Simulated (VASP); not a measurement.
Shape and ions are relaxed at each volume.

Energy against volume of Tl (hcp). Method: PBEsol GGA, VASP's PBE PAW potentials (set 64) (plane waves; VASP 6.6.1).

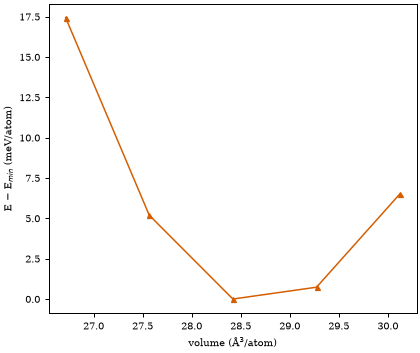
Fig. 1. Energy against volume

### Question
Estimate the equilibrium volume and the bulk modulus.

### Answer
The minimum lies near 28.7 Å³/atom, and the curvature gives B0 of about 35 GPa.

Measured: bulk modulus 37.4 GPa at 0 K (computed value off by -5.3 %), as given by K. Lejaeghere et al., Critical reviews in solid state and materials sciences/CRC critical reviews in solid state and materials sciences (2013), arXiv:1204.2733 [extrapolated to 0 K and zero-point effects removed (source: thermally corrected experimental values)].

The compound is Tl in the hcp structure. It was relaxed first.
